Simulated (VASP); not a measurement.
Given:

```xyz
6
Lattice="4.3333 0.0000 0.0000 0.0000 4.3333 0.0000 0.0000 0.0000 2.7835" Properties=species:S:1:pos:R:3 pbc="T T T"
Mn     0.0000     0.0000     0.0000
Mn     2.1666     2.1666     1.3918
O      1.3077     1.3077     0.0000
O      3.4744     0.8589     1.3918
O      0.8589     3.4744     1.3918
O      3.0256     3.0256     0.0000
```
Starting moments (μB, in the order of the record's atoms Mn Mn O O O O): 2.1 -2.1 0.0 0.0 0.0 0.0.

Computed with LDA (Ceperley-Alder, Perdew-Zunger), VASP's LDA PAW potentials (set 64) (plane waves; VASP 6.6.1). Numerical set-up: 520 eV cut-off, 8×8×12 Γ-centred mesh, tetrahedra with Blöchl corrections, potentials Mn_pv O.

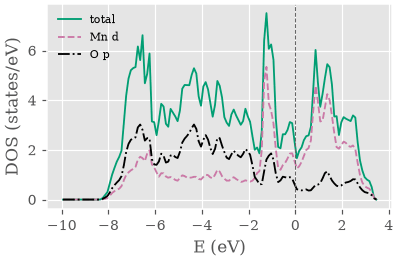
Total and projected density of states, zero at the Fermi level

Within 2 eV below the Fermi level the largest weight inside VASP's projection spheres is Mn d, then O p.

It has no gap at this level: it comes out as a metal or semimetal.

The compound is MnO2 in the rutile structure. It was relaxed first, which changed the volume by -6 %.
